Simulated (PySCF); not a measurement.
# C4H3NO2, SMILES `N#CC1=COCO1`: electronic structure

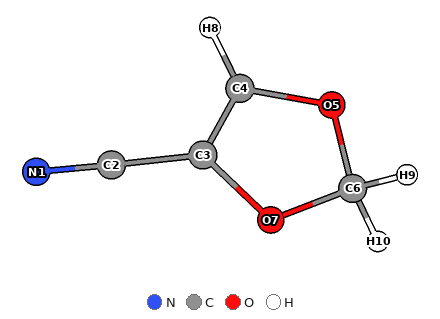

The molecule, with its atoms numbered as below. No frequency check shows the geometry to be a minimum.

Coordinates in Å:

```
N1      -2.9467   -0.0529    0.0006
C2      -1.8008   -0.0163   -0.0003
C3      -0.4011    0.0544   -0.0007
C4       0.4007    1.1296   -0.0002
O5       1.7079    0.7558    0.0001
C6       1.7027   -0.6618    0.0003
O7       0.3660   -1.1028   -0.0002
H8       0.1835    2.1776    0.0005
H9       2.2208   -1.0327    0.9000
H10      2.2214   -1.0330   -0.8983
```

## 1. Bonding charge

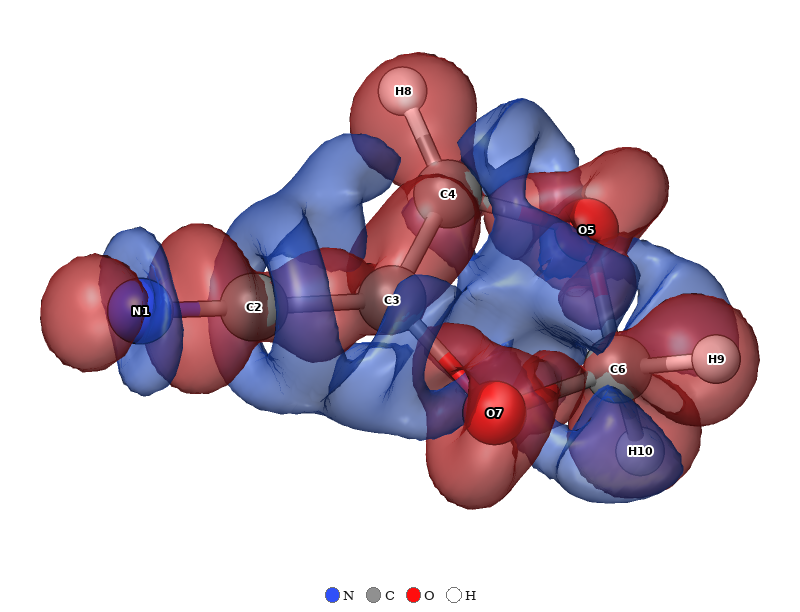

Deformation density (molecule less spherical, spin-averaged free atoms at the same positions), surfaces at ±0.07 e/Å³; red: gain, blue: loss.

Method: ωB97X/cc-pVDZ; geometry: GFN2-xTB; program: PySCF.

Question: How much density has each bond gained at its critical point, relative to the free atoms?

Answer: N1–C2: +0.85 e/Å³ at the bond critical point (bond length 1.15 Å, Mayer order 3.2). C4–H8: +0.80 e/Å³ at the bond critical point (bond length 1.07 Å, Mayer order 1.0). C6–H10 and C6–H9: +0.79 e/Å³ at the bond critical point (bond length 1.10 Å, Mayer order 1.0). C3–C4: +0.69 e/Å³ at the bond critical point (bond length 1.34 Å, Mayer order 1.7). C2–C3: +0.54 e/Å³ at the bond critical point (bond length 1.40 Å, Mayer order 1.0). C6–O7: +0.16 e/Å³ at the bond critical point (bond length 1.41 Å, Mayer order 1.1). C4–O5: +0.15 e/Å³ at the bond critical point (bond length 1.36 Å, Mayer order 1.1). C3–O7: +0.14 e/Å³ at the bond critical point (bond length 1.39 Å, Mayer order 1.1). O5–C6: +0.14 e/Å³ at the bond critical point (bond length 1.42 Å, Mayer order 1.0). In all, 2.6 electrons gather in the regions of gain relative to the promolecule. A small or negative value marks a very polar bond, one between electron-rich atoms, whose free-atom densities already overlap strongly, a long bond to a heavier atom, or a closed-shell contact such as a hydrogen bond.

Question: Where do the Hirshfeld charges lie?

Answer: The highest Hirshfeld charge is on C6 (+0.09 e), the lowest on N1 (−0.19 e).

| atom | charge (e) |
| --- | --- |
| N1 | −0.19 |
| C2 | +0.07 |
| C3 | +0.04 |
| C4 | +0.03 |
| O5 | −0.10 |
| C6 | +0.09 |
| O7 | −0.11 |
| H8 | +0.09 |
| H9 | +0.05 |
| H10 | +0.05 |

## 2. Bond critical points

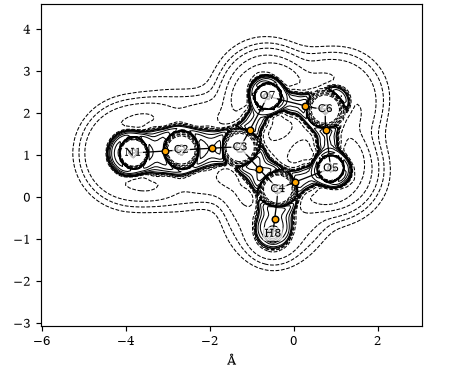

Negative Laplacian of the density (−∇²ρ) in a plane through 8 of the atoms (solid lines positive, dashed lines negative, contours at ±0.02 to ±8 a.u.), with bond paths and bond critical points (dots).

Question: At which bond critical points in this plane is charge locally concentrated, and at which depleted?

Answer: Concentrated (∇²ρ < 0): C3–C4 (−0.85 a.u.); C2–C3 (−0.76 a.u.); C4–H8 (−1.20 a.u.); C4–O5 (−0.34 a.u.); C3–O7 (−0.51 a.u.); C6–O7 (−0.62 a.u.); O5–C6 (−0.58 a.u.). Depleted (∇²ρ > 0): N1–C2 (+0.71 a.u., H = −0.864). A positive Laplacian with clearly negative H marks a strongly polar covalent bond, whose critical point lies close to the core of the less electronegative atom.

Question: Where along C4–O5 does the critical point lie?

Answer: 0.45 Å from C4 and 0.91 Å from O5.

## 3. Local ionisation energy

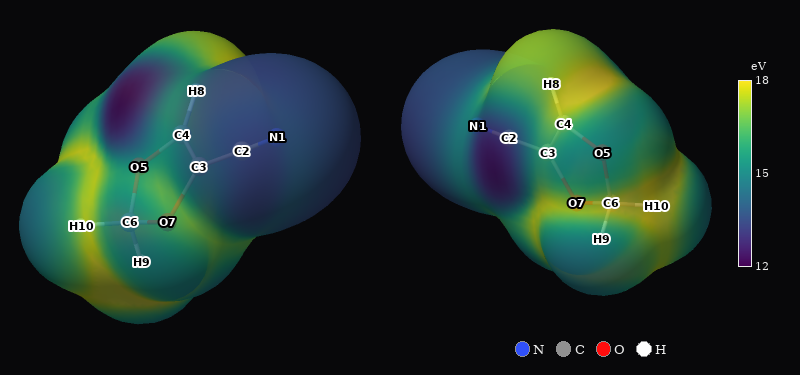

Average local ionisation energy on the surface of electron density 0.001 a.u. (back view left, front view right).

Question: Where are the most loosely bound electrons on this surface?

Answer: The lowest value is 12.2 eV, over C4, off the plane of its three bonds (2.1 Å), and at like points elsewhere. Further minima include 13.3 eV, 1.8 Å from N1, and at like points elsewhere; 14.4 eV, 1.3 Å from H9, and at like points elsewhere. For comparison, the highest occupied orbital lies at −8.7 eV.

## 4. Magnetic shielding

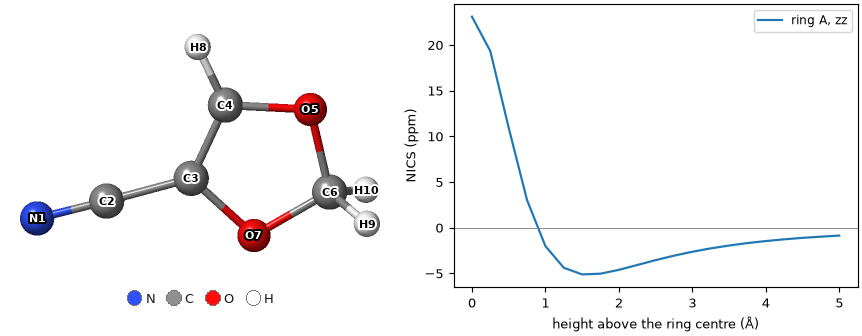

GIAO NICS scans along the ring normals; ring A: 5-membered ring C3/C4/O5/C6/O7.

PySCF calculation, PBE/cc-pVDZ, gas phase; geometry: GFN2-xTB.

Question: Read the scans.

Answer: Ring A is neither clearly shielded nor deshielded above its centre; an sp³ atom breaks the ring's conjugation, so the values mix its σ bonds and separate π bonds and show no closed π ring current: NICSzz reaches +23.1 ppm at 0.00 Å; NICS(0) = −6.0, NICS(1) = −1.1, NICS(1)zz = −2.0 ppm.

Question: What absolute proton shieldings does the same calculation give?

Answer: 25.1 ppm for all of them.

The PySCF runs shown took 12 s and 19 s on 1 thread of Intel(R) Xeon(R) Platinum 8488C (Sapphire Rapids), on a shared host.
